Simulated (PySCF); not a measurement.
C$_{4}$H$_{8}$GeOSi (SMILES [GeH3][O]C1=CC=C[SiH2]1)

| atom | x (Å) | y (Å) | z (Å) |
| --- | --- | --- | --- |
| Ge | 2.3943 | -1.1500 | 0.6237 |
| O | 1.2327 | 0.1957 | 0.3324 |
| C | -0.0519 | -0.0055 | -0.0020 |
| C | -0.9095 | 1.0169 | -0.2472 |
| C | -2.2824 | 0.6351 | -0.5998 |
| C | -2.6087 | -0.6785 | -0.6573 |
| Si | -1.0626 | -1.6136 | -0.2343 |
| H | 2.5045 | -1.9753 | -0.6698 |
| H | 3.6959 | -0.4286 | 0.9777 |
| H | 1.8527 | -2.0054 | 1.7821 |
| H | -0.6012 | 2.0645 | -0.1876 |
| H | -3.0100 | 1.4284 | -0.8088 |
| H | -3.6091 | -1.0282 | -0.9148 |
| H | -0.5050 | -2.4772 | -1.3218 |
| H | -1.1159 | -2.4344 | 1.0156 |

Geometry: PBE0-D3(BJ)/def2-SVP.

Theory: CAM-B3LYP/def2-SVPD, SCF density, gas phase (PySCF).

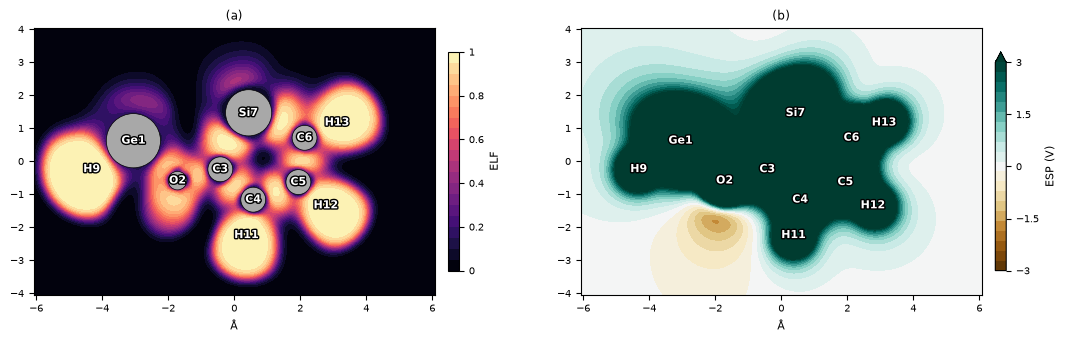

Figure 1. (a) electron localisation function; (b) electrostatic potential on the plane of atoms C3, C4 and H11. Grey discs cover the atomic cores in the ELF map.

> Describe what can be read from this map.

- Atoms in the plane: Ge, O, C, Si and H.
- C–O (1.34 Å): the ELF peaks at about 0.90 between the atoms: a shared but strongly polarised pair.
- C–C (1.35 Å): the ELF peaks at about 0.95 between the atoms (a covalent bond).
- Ge–O (1.80 Å): the ELF peaks at about 0.85 in the valence shell of O, 0.6 Å from its nucleus, and is about 0.35 at the midpoint.
- C–Si (1.86 Å): the ELF peaks at about 0.95 between the atoms, as expected for localised, covalent bonding.
- C–H (1.09 Å): the ELF climbs to about 1 towards the hydrogen, as it does in any bond to H (an ordinary covalent bond to hydrogen).
- The ELF also peaks beside O2, away from the bonds: lone-pair regions.
- Outside the dense part of the molecule the potential is most negative (−1.6 V) near O2.

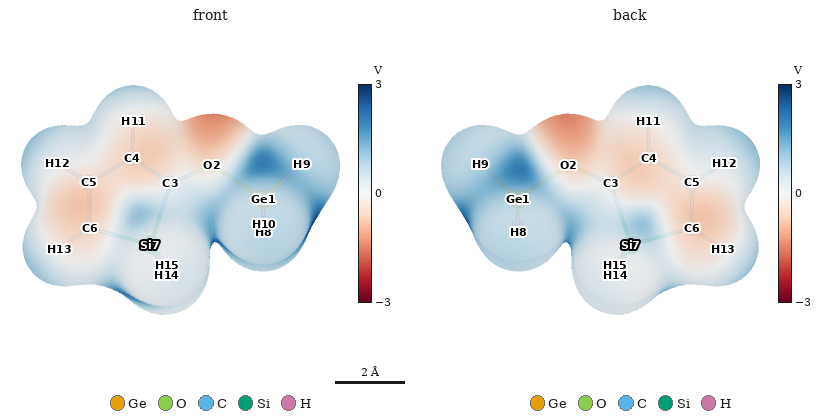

Figure 2. The electrostatic potential painted on the density surface at 0.004 e/bohr³, seen from the front and from behind; red is negative and blue positive.

> Where is the surface potential most negative and most positive?

The most negative region (about −1.4 V) lies over O2, the most positive (about +2.7 V) over Ge1. O2 is the likeliest acceptor of a hydrogen bond.
